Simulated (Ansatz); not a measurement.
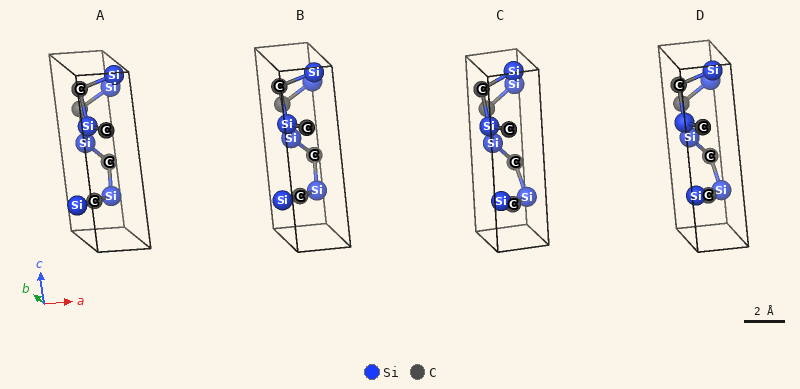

4 geometries from one relaxation of a crystal of Si$_{3}$C$_{2}$ (a generated structure, set up in P1) (coarse preliminary run), in shuffled order. Style: ball-and-stick. Shown: the cell of the calculation, slightly off an axis.

These are results of Ansatz 0.2.0, DFT PBE, scalar-relativistic, plane waves, PAW, not measurements. Settings: plane-wave cutoff 420 eV; k-point mesh 6 × 4 × 2; occupations gaussian; smearing width 0.1 eV; no spin polarisation; cell and atoms relaxed; force threshold 0.04 eV/Å; at most 70 steps.

Q: Put them in the order of the run, from the start to the converged end.

A: C, D, B, A. They are steps 0, 4, 9, 21, at +86.3 meV per atom, +39.7 meV per atom, +21.2 meV per atom relative to the last. The largest move relative to the cell is that of a Si atom, 1.05 Å roughly along −a. Largest moves by element: Si 1.05 Å, C 0.84 Å. Cell: a 2.927 → 2.970 Å (+1.5 %), b 4.882 → 4.919 Å (+0.8 %), c 8.862 → 8.969 Å (+1.2 %), α 75.2° → 74.2°, β 85.1° → 92.3°, γ 74.5° → 79.8°. Volume +4.8 %. Among the contacts that change: Si–Si 2.614 → 3.848 Å, C–Si 2.082 → 3.153 Å, C–Si 2.566 → 3.444 Å, Si–Si 2.759 → 3.303 Å. Among the angles between lasting bonds that change: C–Si–C 168.2° → 129.2°, Si–C–Si 80.4° → 108.9°, Si–Si–C 139.9° → 112.7°. The space group stays P1 (No. 1). After 16 accepted moves (21 points after the start) the energy has fallen by 86.3 meV per atom. The largest force component goes from 0.76 to 0.015 eV/Å. Pressure: 0.44 GPa at the start and 0.02 GPa at the end. The line search rejected the trial steps at points 11, 16, 19 of the run. At 2 points the geometry stayed and the basis and grid were re-selected for the new cell (energy shift of 2.4 meV per atom at most each time). Cost: 6.2 min on 1 thread of Arm Neoverse N1, with other jobs on the host, peak memory 0.4 GiB.
